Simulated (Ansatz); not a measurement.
**InPd (Pm-3m): thermal expansion under pressure**

Wanted: expansion, heat capacity and stiffness of InPd along isobars. The starting cell is a computed one from a database.

Method: DFT PBE, scalar-relativistic, plane waves, PAW, in Ansatz 0.2.0.

## Step 1: Starting point

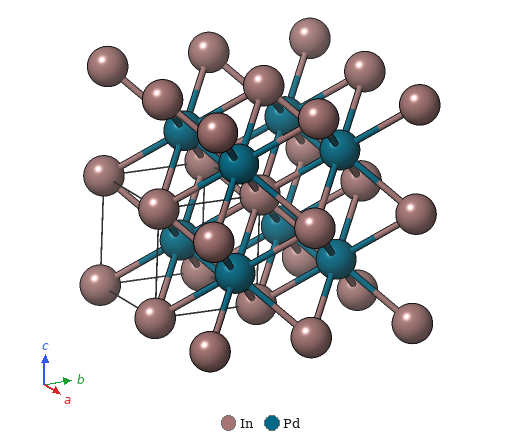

Start, viewed slightly off an axis; indium brown, palladium blue. 2×2×2 cells are drawn. Some periodic images of atoms are drawn too.

## Step 2: A first coarse run

Before spending time, one coarse run tells the gap and the pressure of the starting cell.

Input file input.yaml:

```yaml
crystal:
  lattice:
    - [3.27188478, 0.0, 0.0]
    - [0.0, 3.27188478, 0.0]
    - [0.0, 0.0, 3.27188478]
  atoms:
    - { symbol: In, position: [0.0, 0.0, 0.0] }
    - { symbol: Pd, position: [0.5, 0.5, 0.5] }
kpoints:
  mp_grid: { grid: [6, 6, 6] }
hamiltonian:
  xc: pbe
scf:
  occupations: { method: gaussian, width: 0.1 }
  lower_state_search: "off"
output:
  forces: true
  stress: true
  eigenvalues: true
```

Started as:

```sh
$ ansatz run input.yaml --threads 8 --pin off --max-ram 16384MiB --backend cpu --events-out ev --progress --plain --runs-dir out
```

Numbers of over 12 decimals in the logs are rounded to 6 here.

The log of the run:

```text
Engine: ansatz 0.2.0, aarch64-unknown-linux-gnu
Pseudopotentials: kind: paw
Pseudopotential: In, paw, valence charge 13, recommended cutoff 420 eV (normal), In.paw.azcp
Pseudopotential: Pd, paw, valence charge 18, recommended cutoff 420 eV (normal), Pd.paw.azcp
Functional definition: PBE
  parameter kappa = 0.804
  parameter beta = 0.066725
  exchange = pbe_x(kappa = kappa, mu = beta*pi^2/3)
  correlation = pbe_c(beta = beta)
Crystal: 2 atoms, lattice volume = 35.026 Å³
Basis set: ecut = 420 eV, 691 PW (Γ), exchange–correlation on 48×48×48 points (8 copies of the dense FFT grid, shifted against one another)
Bands: 20, of which v1, the nominal top of the filled ones, is band 16 counted from 1 (15 counted from 0)
Symmetry: 48 space group operations
Space group: Pm-3m (ITA 221), of the structure as read, at distance tolerance 3.3e-5 Å
k-points: 20 of 216
Non-local potential: In, projectors of the file, l = 0: 2, l = 1: 2, l = 2: 2, l = 3: 2
Non-local potential: Pd, projectors of the file, l = 0: 2, l = 1: 2, l = 2: 2, l = 3: 1
PAW form: soft (Blöchl's): semilocal exchange-correlation on the pseudo side does not see the compensation charge
PAW one-centre angular grid: In, 590 points (default); XC on 64 Gauss nodes
PAW one-centre angular grid: Pd, 590 points (default); XC on 64 Gauss nodes
Initial density: superposition of atomic densities (neutral atoms: chi_scale 0, normalization atom), corrected by the library's trained network
Initial wavefunctions: pseudopotential atomic-orbital guess
Functional: x = pbe(κ = 0.804, μ = 0.219515), c = pbe(β = 0.066725)
SCF iter   1: F=—  HF=-12571.630823 eV  |F-HF|=—  |Δ(HF+E_count)|=         —  Δρ=1.24e-3  dr2=5.00e-4  ethr=1.77e-3  ⟨swp⟩=5.7  Hψ=1769  notcnv=0
preconditioner: auto → none  [insulator: Δε(μ)=0.201 eV  Ē_g=14.533 eV  σ=0.100 eV  W_gap=0.84  n_scr=6 (ndim 8)  ℏωp=30.1 eV  f_vac=0.000  D(μ)=0.47/eV (n_scr^D=0)  ε∞_Penn≈5.3]
SCF iter   2: F=—  HF=-12571.631299 eV  |F-HF|=—  |Δ(HF+E_count)|=   4.76e-4  Δρ=5.29e-4  dr2=3.63e-5  ethr=1.61e-6  ⟨swp⟩=2.6  Hψ=846  notcnv=0
SCF iter   3: F=—  HF=-12571.631366 eV  |F-HF|=—  |Δ(HF+E_count)|=   6.72e-5  Δρ=2.00e-4  dr2=4.79e-6  ethr=1.17e-7  ⟨swp⟩=2.5  Hψ=575  notcnv=0
SCF iter   4: F=—  HF=-12571.631375 eV  |F-HF|=—  |Δ(HF+E_count)|=   9.06e-6  Δρ=2.33e-5  dr2=1.43e-7  ethr=1.55e-8  ⟨swp⟩=2.1  Hψ=546  notcnv=0
iter 5 did not close the SCF: its close was put off for the readings that it lacked (scf_convergence_deferred on its scf_iter line)
SCF iter   5: F=-12571.631375 eV  HF=-12571.631375 eV  |F-HF|=3.49e-10  |Δ(HF+E_count)|=   9.90e-9  Δρ=5.89e-6  dr2=7.53e-9  ethr=4.62e-10  ⟨swp⟩=2.0  Hψ=619  notcnv=0
SCF iter   6: F=-12571.631376 eV  HF=-12571.631376 eV  |F-HF|=5.09e-11  |Δ(HF+E_count)|=   3.09e-9  Δρ=5.09e-7  dr2=4.47e-11  ethr=2.43e-11  ⟨swp⟩=3.1  Hψ=1383  notcnv=0
SCF 1 converged in 6 iterations: F = -12571.631376 eV  dr2 = 4.47e-11
  greatest PAW one-centre occupation: 0.999 electrons in one spin orbital (limit 2), on the Pd atom at site 1 (counted from 0), in its partial waves of l = 0
SCF converged after 6 iterations
Free energy (F): -12571.631376 eV
Harris-Foulkes:  -12571.631376 eV  (|F-HF|=5.09e-11)
Internal energy: -12571.628974 eV  (E = F + TS)
E sigma→0 (E₀):  -12571.630175 eV
Entropy (-TS):   -0.002401 eV (-1.201 meV/atom)
Fermi energy:    16.782939 eV
--- Per-component energies (eV) ---
  E_band       = -144.617068
  E_kinetic    = 760.363237
  E_local      = -2900.371678  (includes V_loc(G=0)·N_el)
  E_nonlocal   = 585.089343
  E_hartree    = 1179.372524
  E_xc         = -384.953648
  E_vxc        = -312.411384  (∫ρ·V_xc dr)
  E_paw        = -7907.213987  (= ΣΔE_a)
  E_vpaw       = -636.031621  (= ΣTr[D̂ρ^β])
  E_aug_tail   = 0.000244  (compensation charges beyond the density's cutoff)
  E_ewald      = -3903.915009
  E_smearing   = -0.002401  (= −TS)
  E_closure    = 0.000000  (closes the sum)
  Σ components = -12571.631376   (vs F -12571.631376, Δ=0.00e0)
--- Forces (eV/Å), atoms counted from 1 ---
  atom   1  In     0.00000000     0.00000000    -0.00000000
  atom   2  Pd     0.00000000    -0.00000000    -0.00000000
  max |Σ_I F_I| component: 7.19e-29 eV/Å
--- Stress (GPa, compression-positive) ---
        3.940783       0.000000       0.000000
        0.000000       3.940783       0.000000
        0.000000       0.000000       3.940783
  P = ⅓ Tr σ = 3.9408 GPa (39.408 kbar)
--- Band table (eV; the first three rows and the last of 20) ---
  k-point 0: bands = [... 12 lower, 14.4418, 14.4418, 14.4418, 20.9823, 20.9823, 20.9823, 26.1650, 27.3267]
  k-point 1: bands = [... 12 lower, 14.1504, 14.1504, 14.4234, 18.6930, 21.8260, 21.8260, 26.6536, 27.1725]
  k-point 2: bands = [... 12 lower, 13.6691, 13.6691, 14.3864, 16.1815, 23.9429, 23.9429, 26.8267, 26.9242]
  k-point 19: bands = [... 12 lower, 15.0514, 15.0514, 16.6985, 20.5432, 20.5432, 20.5432, 21.1440, 21.1440]
```

Run time: 1.2 s. Hardware: 8 threads of Arm Neoverse V1, shared host; peak memory 0.39 GiB.

Numbers from this step:

| Quantity | Value |
| --- | --- |
| pressure | 3.941 GPa |
| volume per atom | 17.51 Å³/atom |
| gap on the k-mesh | 0 eV |

The start is under 3.9 GPa at this level and looks like a metal on this mesh.

## Step 3: Relaxation

Phonons are second derivatives about a minimum, so cell and atoms are relaxed first, inside the symmetry of the start.

input.yaml, the sections that differ from step 2:

```yaml
kpoints:
  mp_grid: { grid: [14, 14, 14] }
output:
  forces: true
  stress: true
  eigenvalues: true
  write_density: true
  write_potential: true
  elf: true
  volumetric_format: npy
relax:
  adjacent_minimum: "off"
  f_tol: 0.005
  max_steps: 80
  cell: { stress_tol: 0.05 }
# crystal, hamiltonian, scf: as in step 2
```

The log of the run:

```text
[...]
Crystal: 2 atoms, lattice volume = 35.026 Å³
Basis set: ecut = 420 eV, 691 PW (Γ), exchange–correlation on 48×48×48 points (8 copies of the dense FFT grid, shifted against one another)
Bands: 20, of which v1, the nominal top of the filled ones, is band 16 counted from 1 (15 counted from 0)
Symmetry: 48 space group operations
[...]
k-points: 120 of 2744
[...]
SCF iter   1: F=—  HF=-12571.660264 eV  |F-HF|=—  |Δ(HF+E_count)|=         —  Δρ=1.83e-3  dr2=1.03e-3  ethr=1.77e-3  ⟨swp⟩=5.7  Hψ=10663  notcnv=0
[...]
SCF iter   6: F=-12571.660730 eV  HF=-12571.660730 eV  |F-HF|=1.65e-9  |Δ(HF+E_count)|=   6.09e-9  Δρ=2.88e-6  dr2=1.99e-9  ethr=5.19e-11  ⟨swp⟩=6.1  Hψ=13613  notcnv=0
SCF 1 converged in 6 iterations: F = -12571.660730 eV  dr2 = 1.99e-9
[...]
relax step   1: F+E_penalty+E_count = -12571.66073020 eV  Δ(F+E_penalty+E_count) = +0.000e0 eV  max|allowed force component| = 2.422e-29 eV/Å  Δτ_max = 0.0000 Å  P = +3.644 GPa  Ω = 35.026 Å³  (6 SCF iters, dr2 threshold 1.00e-7 eV, accepted)
Crystal: 2 atoms, lattice volume = 37.532 Å³
Basis set: ecut = 420 eV, 739 PW (Γ), exchange–correlation on 48×48×48 points (8 copies of the dense FFT grid, shifted against one another)
[...]
iter 1 solved again at ethr=1.66e-4 eV; its pass at ethr=3.10e-3 eV (dr2=5.14e-2 eV) is discarded
[...]
SCF iter   6: F=-12571.653810 eV  HF=-12571.653810 eV  |F-HF|=1.67e-9  |Δ(HF+E_count)|=   3.60e-8  Δρ=2.82e-6  dr2=3.13e-9  ethr=4.30e-10  ⟨swp⟩=6.1  Hψ=14548  notcnv=0
SCF 2 converged in 6 iterations: F = -12571.653810 eV  dr2 = 3.13e-9
relax step   2: F+E_penalty+E_count = -12571.65380958 eV  Δ(F+E_penalty+E_count) = +6.921e-3 eV  max|allowed force component| = 2.067e-29 eV/Å  Δτ_max = 0.0000 Å  P = -3.787 GPa  Ω = 37.532 Å³  energy of the carried Pulay correction = -1.194e-3 eV  (6 SCF iters, dr2 threshold 2.00e-7 eV, rejected (line search))
Crystal: 2 atoms, lattice volume = 36.212 Å³
[...]
SCF iter   7: F=-12571.671908 eV  HF=-12571.671908 eV  |F-HF|=3.64e-12  |Δ(HF+E_count)|=  2.18e-11  Δρ=1.91e-7  dr2=1.02e-11  ethr=1.00e-12  ⟨swp⟩=4.3  Hψ=11940  notcnv=0
SCF 3 converged in 7 iterations: F = -12571.671908 eV  dr2 = 1.02e-11
relax step   3: F+E_penalty+E_count = -12571.67190784 eV  Δ(F+E_penalty+E_count) = -1.118e-2 eV  max|allowed force component| = 1.242e-29 eV/Å  Δτ_max = 0.0000 Å  P = -0.314 GPa  Ω = 36.212 Å³  energy of the carried Pulay correction = -5.753e-4 eV  (7 SCF iters, accepted)
[...]
relax step   4: F+E_penalty+E_count = -12571.67205943 eV  Δ(F+E_penalty+E_count) = -1.516e-4 eV  max|allowed force component| = 5.423e-30 eV/Å  Δτ_max = 0.0000 Å  P = -0.007 GPa  Ω = 36.109 Å³  energy of the carried Pulay correction = -5.263e-4 eV  (6 SCF iters, dr2 threshold 2.00e-7 eV, accepted)
[...]
SCF iter   6: F=-12571.672546 eV  HF=-12571.672546 eV  |F-HF|=3.64e-12  |Δ(HF+E_count)|=    0.00e0  Δρ=4.27e-8  dr2=2.99e-13  ethr=1.00e-12  ⟨swp⟩=4.0  Hψ=9704  notcnv=0
SCF 5 converged in 6 iterations: F = -12571.672546 eV  dr2 = 2.99e-13
relax step   5: F+E_penalty+E_count = -12571.67254589 eV  Δ(F+E_penalty+E_count) = -4.865e-4 eV  max|allowed force component| = 4.766e-30 eV/Å  Δτ_max = 0.0000 Å  P = -0.021 GPa  Ω = 36.109 Å³  stress off target by 2.09e-2 GPa  SCF on the basis re-selected at this cell (its energy is not comparable with the rows above)  (6 SCF iters)
basis re-selected at this cell: Δ(F+E_penalty+E_count) = -4.865e-4 eV, ΔP = -0.014 GPa vs the last step (what re-selecting the basis moved, of the pressure what is left beyond the Pulay correction that the steps carried, after the strain that the cell walked since its last selection, with what the two solves' SCF thresholds leave and, on support functions, any second-order correction that the steps lacked; it is no m [...]
SCF converged after 6 iterations
Free energy (F): -12571.672546 eV
[...]
Internal energy: -12571.668479 eV  (E = F + TS)
E sigma→0 (E₀):  -12571.670512 eV
Entropy (-TS):   -0.004067 eV (-2.034 meV/atom)
Fermi energy:    16.135045 eV
[...]
--- Stress (GPa, compression-positive) ---
       -0.020858      -0.000000      -0.000000
       -0.000000      -0.020858      -0.000000
       -0.000000      -0.000000      -0.020858
  P = ⅓ Tr σ = -0.0209 GPa (-0.209 kbar)
--- Band table (eV; the first three rows and the last of 120) ---
  k-point 0: bands = [... 12 lower, 13.8924, 13.8924, 13.8924, 20.2774, 20.2774, 20.2774, 25.1257, 26.4737]
  k-point 1: bands = [... 12 lower, 13.8344, 13.8344, 13.8893, 19.6858, 20.4342, 20.4342, 25.4137, 26.4487]
  k-point 2: bands = [... 12 lower, 13.6810, 13.6810, 13.8805, 18.4492, 20.8832, 20.8832, 25.6482, 26.3759]
  k-point 119: bands = [... 12 lower, 14.4806, 14.4806, 15.9052, 19.8596, 19.8596, 19.8596, 20.3802, 20.3802]
--- Relaxed structure (4 steps of the walk, 3 accepted, 1 SCFs on fresh bases) ---
  F+E_penalty+E_count = -12571.67254589 eV   max|allowed force component| = 4.766e-30 eV/Å   (the final SCF, on the basis selected at the relaxed cell)
  cell:  # Å, volume = 36.1092 Å³
    - [3.305264, 0, 0]
    - [0, 3.305264, 0.0]
    - [0, 0.0, 3.305264]
  atoms:
    - { symbol: In, position: [0, 0, 0] }
    - { symbol: Pd, position: [0.5, 0.5, 0.5] }
```

Wall time 3.8 s (8 threads); peak memory 0.51 GiB.

Step by step:

```
step  energy less that of the first step (eV)  largest force component (eV/Å)  pressure (GPa)  volume (Å³)
   1                                   0.0000                          0.0000            3.64        35.03
   2                                   0.0069                          0.0000           -3.79        37.53
   3                                  -0.0112                          0.0000           -0.31        36.21
   4                                  -0.0113                          0.0000           -0.01        36.11
  5*                                  -0.0118                          0.0000           -0.02        36.11
```

Relaxation steps marked * repeat the geometry before them on a plane-wave basis chosen anew for their cell, so energy and pressure can jump there. Relaxation step 2 was tried and not accepted.

The run keeps the 48 symmetry operations that it works with, so distortions that break them were not tested.

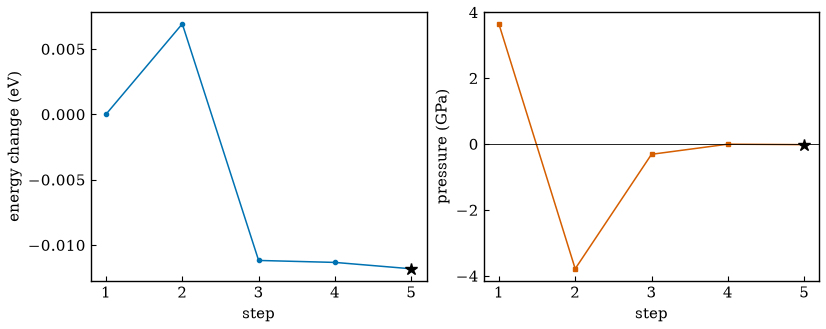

Energy and pressure along the relaxation. Stars mark steps on a basis chosen anew.

```
conventional cell, symmetrised  before  after  change
                         a (Å)   3.272  3.305  +1.0 %
                         b (Å)   3.272  3.305  +1.0 %
                         c (Å)   3.272  3.305  +1.0 %
              volume (Å³/atom)   17.51  18.05  +3.1 %
```

The relaxed structure:

```
In Pd
1.0
     3.30526    0.00000    0.00000
     0.00000    3.30526    0.00000
     0.00000    0.00000    3.30526
In Pd
1 1
Direct
  0.00000 0.00000 0.00000
  0.50000 0.50000 0.50000
```

This step gave:

```
pressure        : -0.02086 GPa
volume per atom : 18.05 Å³/atom
```

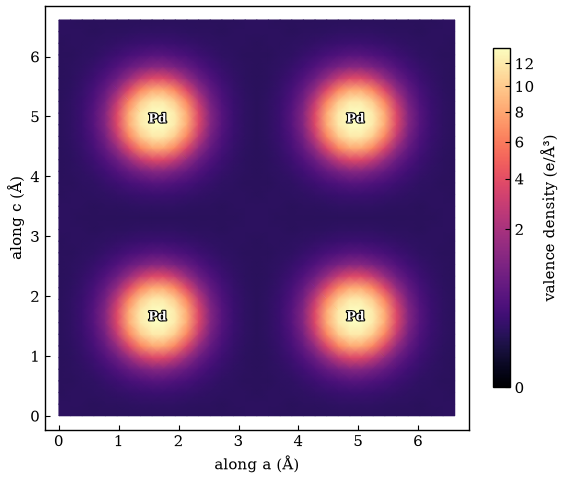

Valence density in the ac plane at fractional y = 0.500, with atoms of Pd within 0.2 Å of it. It is the smooth field of the valence electrons, not physical close to the nuclei. The colour scale is stretched toward low values.

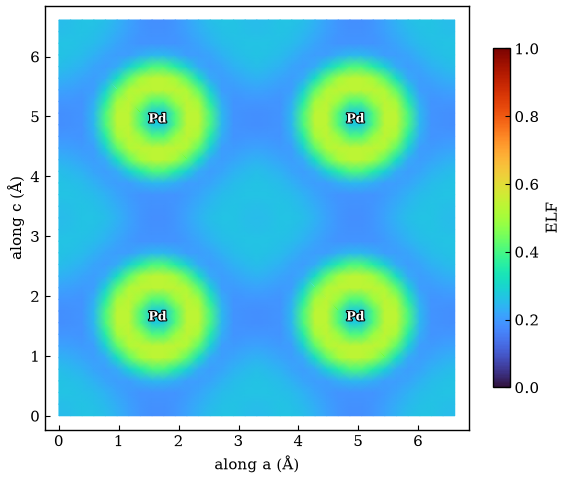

ELF in the ac plane at fractional y = 0.500, with atoms of Pd within 0.2 Å of it. It is the smooth field of the valence electrons, not physical close to the nuclei.

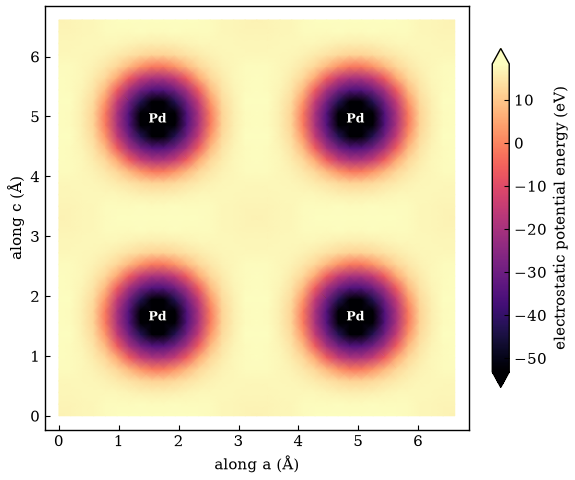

Electrostatic potential energy in the ac plane at fractional y = 0.500, with atoms of Pd within 0.2 Å of it. With pseudopotentials it is smooth inside the atoms' cores, unlike the true potential.

The relaxation ends with a pressure of -0.02 GPa.

## Step 4: Tight relaxation

The thresholds are tightened for a last relaxation ahead of the phonons, and where mesh or smearing change with them the cell follows.

Input file input.yaml:

```yaml
crystal:
  lattice:
    - [3.3052635952, 0.0, 0.0]
    - [0.0, 3.3052635952, 0.0]
    - [0.0, 0.0, 3.3052635952]
  atoms:
    - { symbol: In, position: [0.0, 0.0, 0.0] }
    - { symbol: Pd, position: [0.5, 0.5, 0.5] }
kpoints:
  mp_grid: { grid: [16, 16, 16] }
hamiltonian:
  xc: pbe
scf:
  occupations: { method: methfessel_paxton, width: 0.2 }
  lower_state_search: "off"
output:
  forces: true
  stress: true
  eigenvalues: true
relax:
  adjacent_minimum: "off"
  f_tol: 0.001
  max_steps: 60
  cell: { stress_tol: 0.01 }
```

The log of the run:

```text
[...]
Crystal: 2 atoms, lattice volume = 36.109 Å³
Basis set: ecut = 420 eV, 739 PW (Γ), exchange–correlation on 48×48×48 points (8 copies of the dense FFT grid, shifted against one another)
Bands: 20, of which v1, the nominal top of the filled ones, is band 16 counted from 1 (15 counted from 0)
Symmetry: 48 space group operations
[...]
k-points: 165 of 4096
[...]
k-point 164: bands = [... 12 lower, 14.4859, 14.4859, 15.9095, 19.8641, 19.8641, 19.8641, 20.3855, 20.3855]
--- Relaxed structure (3 steps of the walk, 2 accepted, 1 SCFs on fresh bases) ---
[...]
cell:  # Å, volume = 36.1023 Å³
    - [3.305052, 0, 0.0]
    - [0, 3.305052, 0.0]
    - [0.0, 0.0, 3.305052]
  atoms:
    - { symbol: In, position: [0, 0, 0] }
    - { symbol: Pd, position: [0.500000, 0.500000, 0.500000] }
[key lines of the parts left out:]
SCF converged after 4 iterations
Free energy (F): -12571.671607 eV
Fermi energy:    16.124505 eV
P = ⅓ Tr σ = 0.0002 GPa (0.002 kbar)
```

The job ended after 3.5 s (8 threads; peak memory 0.54 GiB; 24 s of CPU time).

Little changed from the start: no atom moved by 0.005 Å and no cell edge by 0.1 %.

This step gave:

- pressure: 1.69e-4 GPa

The residual pressure is 1.7e-4 GPa, small enough for phonons.

## Step 5: Relaxation under pressure, pressure 2 GPa

The study at pressure needs a start near its own equilibrium, so the cell is first relaxed to that pressure.

input.yaml, the sections that differ from step 4:

```yaml
crystal:
  lattice:
    - [3.3050521869, 0.0, 0.0]
    - [0.0, 3.3050521869, 0.0]
    - [0.0, 0.0, 3.3050521869]
  atoms:
    - { symbol: In, position: [0.0, 0.0, 0.0] }
    - { symbol: Pd, position: [0.5, 0.5, 0.5] }
relax:
  adjacent_minimum: "off"
  f_tol: 0.001
  max_steps: 60
  cell: { stress_tol: 0.05, p_target: 2.0 }
# kpoints, hamiltonian, scf, output: as in step 4
```

The log of the run:

```text
[...]
Crystal: 2 atoms, lattice volume = 36.102 Å³
Basis set: ecut = 420 eV, 739 PW (Γ), exchange–correlation on 48×48×48 points (8 copies of the dense FFT grid, shifted against one another)
Bands: 20, of which v1, the nominal top of the filled ones, is band 16 counted from 1 (15 counted from 0)
Symmetry: 48 space group operations
[...]
k-points: 165 of 4096
[...]
k-point 164: bands = [... 12 lower, 14.8284, 14.8284, 16.3473, 20.2521, 20.2521, 20.2521, 20.8197, 20.8197]
--- Relaxed structure (4 steps of the walk, 3 accepted, 1 SCFs on fresh bases) ---
[...]
cell:  # Å, volume = 35.4831 Å³
    - [3.286048, 0, 0]
    - [0, 3.286048, 0.0]
    - [0, 0.0, 3.286048]
  atoms:
    - { symbol: In, position: [0, 0, 0] }
    - { symbol: Pd, position: [0.5, 0.5, 0.5] }
[key lines of the parts left out:]
SCF converged after 5 iterations
Free energy (F): -12571.667794 eV
Fermi energy:    16.505224 eV
P = ⅓ Tr σ = 2.0135 GPa (20.135 kbar)
```

The job ended after 4.5 s (8 threads; peak memory 0.54 GiB).

Step by step:

```
step  energy less that of the first step (eV)  largest force component (eV/Å)  pressure (GPa)  volume (Å³)
   1                                   0.0000                          0.0000            0.00        36.10
   2                                   0.0240                          0.0000            5.45        34.57
   3                                   0.0030                          0.0000            1.87        35.52
   4                                   0.0035                          0.0000            2.01        35.48
  5*                                   0.0038                          0.0000            2.01        35.48
```

Relaxation steps marked * repeat the geometry before them on a plane-wave basis chosen anew for their cell, so energy and pressure can jump there. Relaxation step 2 was tried and not accepted.

Forces are held to the 48 operations that the run works with; a distortion that breaks them can't arise in this run.

```
conventional cell, symmetrised  before  after  change
                         a (Å)   3.305  3.286  -0.6 %
                         b (Å)   3.305  3.286  -0.6 %
                         c (Å)   3.305  3.286  -0.6 %
              volume (Å³/atom)   18.05  17.74  -1.7 %
```

Final coordinates:

```xyz
2
Lattice="3.2860 0.0000 0.0000 0.0000 3.2860 0.0000 0.0000 0.0000 3.2860" Properties=species:S:1:pos:R:3 pbc="T T T"
In    0.0000    0.0000    0.0000
Pd    1.6430    1.6430    1.6430
```

Numbers from this step:

* pressure: 2.013 GPa
* volume per atom: 17.74 Å³/atom

(Part 1 of 3 ends here.)

[Logs are printed without paths, hosts, clocks, repeated set-up lines and the standing remarks that a program may print on its own settings, such as how far it seeks lower states.]

[Hosts, paths, dates, database ids (printed as entryN), source tags and the programs' standing remarks are cut or masked in the printed files.]

[A step with changed settings may run another functional than the one named; its input shows which.]
